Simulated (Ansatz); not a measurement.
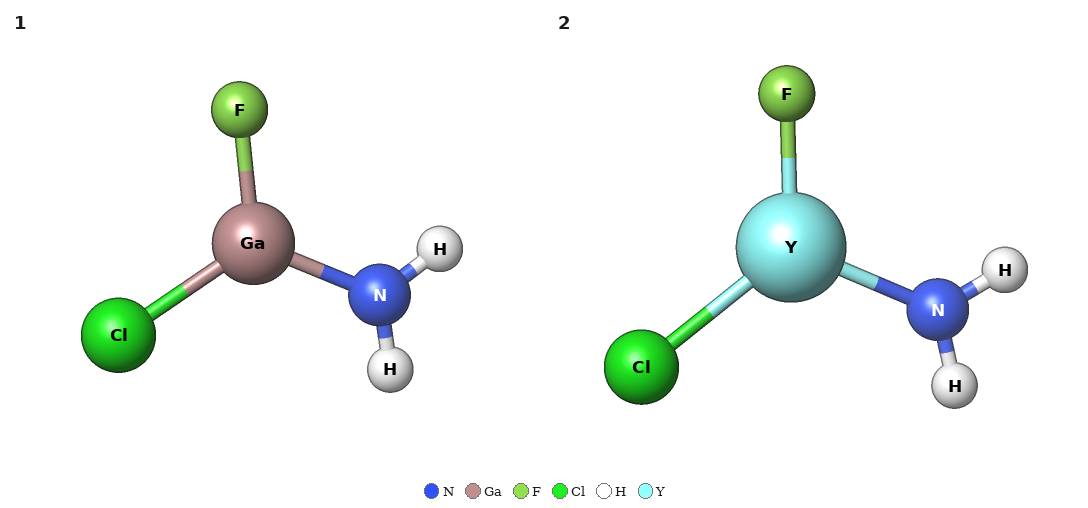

2 molecules with one skeleton, seen from the same side and at one scale. Each species is neutral and a spin singlet. Computed geometries: PBE0-D4/def2-TZVP optimisations, one conformation each. Properties computed with Ansatz 0.2.0. Elements past Kr carry core potentials.

One atom differs, called X below: Ga in panel 1, Y in panel 2. Their formulas are ClFGaH2N (`[NH2][Ga]([F])[Cl]`), ClFH2NY (`[NH2][Y]([F])[Cl]`).

In which is the length of X–F larger (PBE0-D4/def2-TZVP)?

In panel 2 (X = Y).

In which is the harmonic zero-point energy higher (PBE0-D4/def2-TZVP)?

In panel 1 (X = Ga).

Give the values. With PBE0-D4/def2-TZVP: length of X–Cl (Å), length of X–F (Å), length of X–N (Å), angle F–X–Cl (°), dipole moment (D), harmonic zero-point energy (kJ/mol). With PBE0-D4/def2-QZVPP: HOMO energy (Kohn–Sham orbital) (eV), HOMO–LUMO gap (eV).

```tsv
quantity	1 (Ga)	2 (Y)	2 − 1
length of X–Cl (Å)	2.117	2.482	+0.365
length of X–F (Å)	1.743	1.991	+0.248
length of X–N (Å)	1.790	2.117	+0.327
angle F–X–Cl (°)	116.9	125.6	+8.7
dipole moment (D)	2.95	2.64	−0.31
harmonic zero-point energy (kJ/mol)	75.3	70.8	−4.5
HOMO energy (Kohn–Sham orbital) (eV)	−8.24	−7.48	+0.76
HOMO–LUMO gap (eV)	7.02	5.42	−1.60
```
